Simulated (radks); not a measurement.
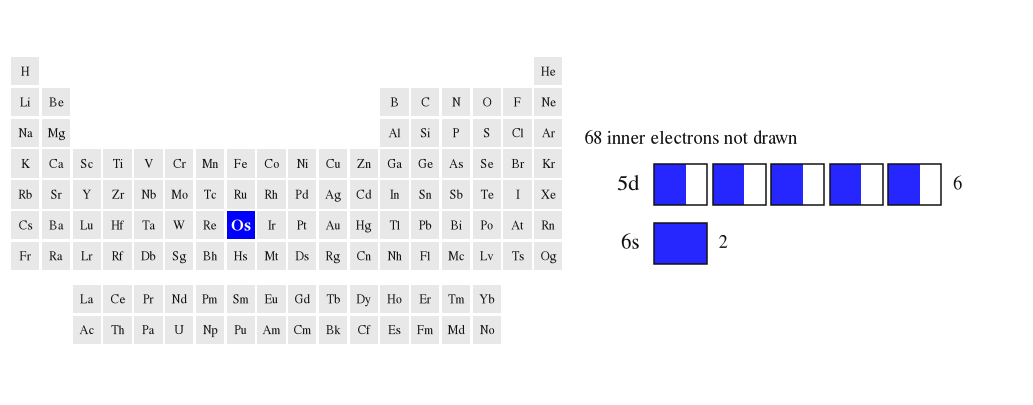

Figure 1. Left, the place of osmium in the periodic table; right, the outer shells as the input fills them: a box for each of the 2l + 1 orbitals, shaded by the share of the shell that is filled, with the electron count at the right.

# Run report: Os, atomic calculation

Atomic osmium (Os) in the configuration [Xe] 4f14 5d6 6s2 (high spin). Computed at this level: scalar-relativistic Kohn-Sham, PBE, spin-polarised, spherical densities, finite nucleus (the in-house radial solver radks).

## The input
```
Z 76
configuration [Xe] 4f14 5d6 6s2
relativity scalar-relativistic
functional pbe,pbe
spin polarised
nucleus finite rms 5.4126 fm
c 137.035999084
mesh_end 20
max_iterations 83
```

Energies in input and log are in hartree, lengths in bohr (the nuclear radius in fm).

Launched within a batch (the task file carries these settings):
```bash
python <driver script> task.json out
```

## Log
```
1s      1   1.0000       -2713.78126002
2s      1   1.0000        -472.65834289
2p      1   3.0000        -411.67994292
3s      1   1.0000        -109.98898949
3p      1   3.0000         -92.07514646
3d      1   5.0000         -72.03286070
4s      1   1.0000         -23.20608457
4p      1   3.0000         -17.32808476
4d      1   5.0000         -10.02209279
4f      1   7.0000          -1.90770129
5s      1   1.0000          -3.38403158
5p      1   3.0000          -1.89862236
5d      1   5.0000          -0.26548939
6s      1   1.0000          -0.24539135
1s      2   1.0000       -2713.78139049
2s      2   1.0000        -472.65049175
2p      2   3.0000        -411.67364856
3s      2   1.0000        -109.98643601
3p      2   3.0000         -92.07223456
3d      2   5.0000         -72.02744388
4s      2   1.0000         -23.19873968
4p      2   3.0000         -17.32129020
4d      2   5.0000         -10.01413509
4f      2   7.0000          -1.89362724
5s      2   1.0000          -3.32065345
5p      2   3.0000          -1.81711958
5d      2   1.0000          -0.17610746
6s      2   1.0000          -0.19693199
Etot -17250.813838130158
Ekin 19112.29730570721
Encl -42747.48416852866
Eh 6722.594335331221
Exc -338.22131063992856
err 8.28998494109402e-09
it 16
```

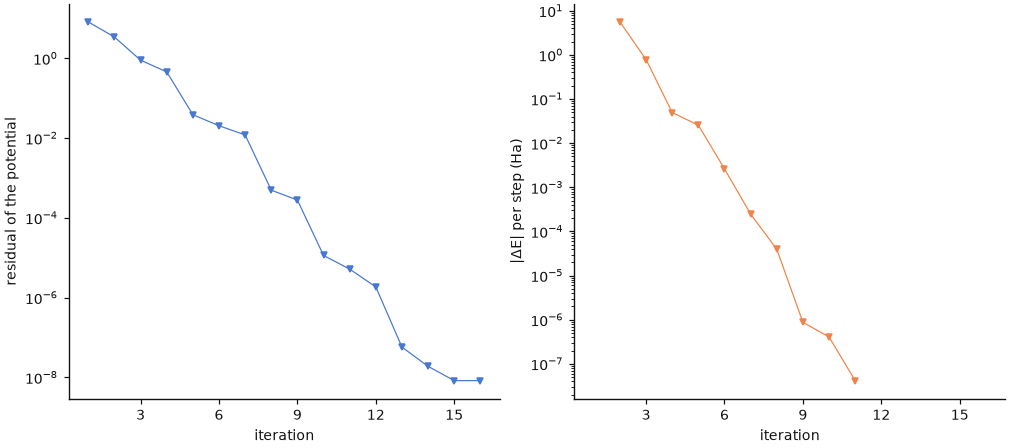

Figure 2. Convergence: residual of the potential and change of the energy from step to step (the smallest changes aren't drawn) against the iteration. The residual falls almost steadily, with no more than small rises or pauses. It goes from 8.2 to 8.3×10⁻⁹ in 16 steps.

## What the run reported

- outcome: converged
- total energy: −17250.8138 hartree
- kinetic energy: 19112.2973 hartree
- electron–nucleus energy: −42747.4842 hartree
- Hartree energy: 6722.5943 hartree
- exchange–correlation energy: −338.221311 hartree
- radius at density 0.001 e/bohr³: 4.61 bohr
- SCF iterations: 16
- hardware: 1 thread of Arm Neoverse N1, 69 GiB of memory available, shared host

## What is odd here

A numerical setting was moved from its usual value: mesh end rmax = 20. The program ran to the end, and its total energy equals that of the same run with the usual input (−17250.81384 hartree) within 10⁻⁵ hartree, so the oddity leaves no trace in it.
